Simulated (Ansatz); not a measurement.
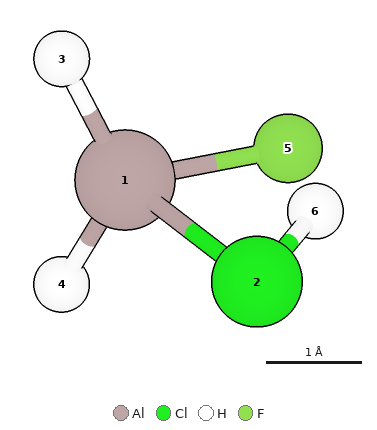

**Figure 1.** The input geometry (ball-and-stick view, seen at a tilt; atoms are numbered from 1 in the order of the input). Sticks mark near contacts.

**AlH3ClF: frequency calculation**

System: AlH3ClF.
Method: RKS B3LYP/def2-SVP (Ansatz 0.2.0).

It belongs to a series of runs on one base structure; here: vibrations at the highest image of the band. Figures and captions count atoms from 1; the log counts them from 0 in places.

Input file
```yaml
crystal:
  periodic: [false, false, false]
  atoms:
    - { symbol: Al, position_ang: [0.014314, -0.257184, -0.050986] }
    - { symbol: Cl, position_ang: [0.016763, 0.005282, 2.344762] }
    - { symbol: H, position_ang: [1.414281, 0.173294, -0.62024] }
    - { symbol: H, position_ang: [-1.41154, 0.09646, -0.608721] }
    - { symbol: F, position_ang: [0.061716, -1.951449, 0.621342] }
    - { symbol: H, position_ang: [0.049767, -1.362603, 1.724641] }
basis:
  gaussian: { orbitals: def2-SVP }
hamiltonian:
  xc: b3lyp
phonons: {}
```

Machine: 1 thread of Arm Neoverse N1, 24 GiB of memory available, shared host.

Run as:
```bash
ansatz run input.yaml --threads 1 --pin off --max-ram 2048MiB --backend cpu --events-out ev --progress --plain --runs-dir out
```

Log
```
Engine: ansatz 0.2.0, aarch64-unknown-linux-gnu
Functional definition: B3LYP
  parameter a0 = 0.2
  parameter ax = 0.72
  parameter ac = 0.81
  exchange = (1 - a0 - ax)*slater_x + ax*b88_x + a0*exact_x
  correlation = (1 - ac)*vwn_rpa_c + ac*lyp_c
648 factors; integrals over basis functions are off by at most 3.2e-4 eV
mean field evaluation 1: about -21878.4753 eV, gradient 2.9e1 eV
mean field evaluation 2: about -21876.7555 eV, gradient 4.7e1 eV
mean field evaluation 4: about -21879.9750 eV, gradient 1.1e0 eV
mean field evaluation 8: about -21879.9819 eV, gradient 4.2e-3 eV
mean field -21879.98194168 eV, -804.0745055722 hartree, gradient 2.6e-5 eV, S^2 0.000000; 0 other end points of the search recorded, 0 dependent functions left out
the calculation of the forces begins
reference -21879.98216804 eV, -804.0745138909 hartree; 21, 21 occupied and 44, 44 virtual orbitals, 648 factors
these checks for a lower state are left out or cut short: stability, starts, cluster_reference, orbital_swaps, neighbouring_geometries, increment
648 factors; integrals over basis functions are off by at most 3.2e-4 eV
mean field evaluation 16: about -21879.9819 eV, gradient 3.1e-5 eV
mean field -21879.98185821 eV, -804.0745025047 hartree, gradient 9.1e-7 eV, S^2 0.000000; 0 other end points of the search recorded, 0 dependent functions left out
[... from here on the field's lines of each further geometry are left out, up to the last ...]
the calculation of the forces begins
reference -21879.98216234 eV, -804.0745136814 hartree; 21, 21 occupied and 44, 44 virtual orbitals, 648 factors
these checks for a lower state are left out or cut short: stability, starts, cluster_reference, orbital_swaps, neighbouring_geometries, increment
648 factors; integrals over basis functions are off by at most 3.2e-4 eV
mean field -21879.98192683 eV, -804.0745050264 hartree, gradient 2.5e-6 eV, S^2 0.000000; 0 other end points of the search recorded, 0 dependent functions left out
the calculation of the forces begins
reference -21879.98215316 eV, -804.0745133442 hartree; 21, 21 occupied and 44, 44 virtual orbitals, 648 factors
WARN: phonons: modes at or below zero, which the zero-point energy, F, S and C_V leave out: 1, the lowest at -533.23 cm⁻¹. A minimum has none, and a first-order saddle one
Total energy: -21879.98216804 eV, -804.0745138909 hartree
Atom 0 at     0.014314    -0.257184    -0.050986 Å, force    -0.001111    -0.005762     0.004000 eV/Å
Atom 1 at     0.016763     0.005282     2.344762 Å, force    -0.000832     0.000166    -0.001243 eV/Å
Atom 2 at     1.414281     0.173294    -0.620240 Å, force     0.004972    -0.001056    -0.000378 eV/Å
Atom 3 at    -1.411540     0.096460    -0.608721 Å, force    -0.004852     0.000483    -0.001163 eV/Å
Atom 4 at     0.061716    -1.951449     0.621342 Å, force     0.000064     0.008578    -0.003017 eV/Å
Atom 5 at     0.049767    -1.362603     1.724641 Å, force     0.001758    -0.002409     0.001802 eV/Å
Dipole moment:     0.000946    -0.022785     0.032275 e Å
Vibrations: -533.23 337.00 395.29 502.59 534.04 634.46 775.82 846.39 932.15 1474.55 1983.36 2000.29 cm⁻¹, zero-point energy 0.645706 eV
```

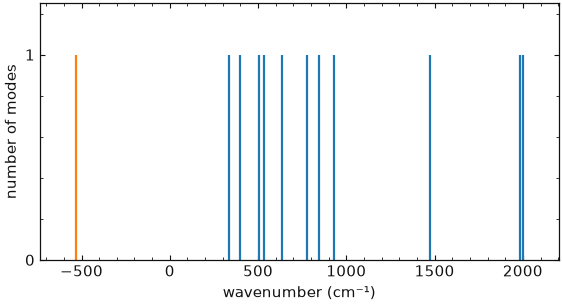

**Figure 2.** Harmonic vibrational wavenumbers from the force constants; neighbouring modes closer than 12 cm⁻¹ are counted in one stick, and imaginary ones are drawn at negative wavenumbers. 12 modes from 533i to 2000 cm⁻¹, 1 imaginary beyond 8i (533i cm⁻¹): a first-order saddle point, if the geometry is stationary.

Results in brief

- outcome: converged
- total energy: −21879.9822 eV
- mean-field energy: −21879.9822 eV
- largest force (length of the vector): 0.009 eV/Å
- wall time: 69 s
- peak memory: 0.11 GiB
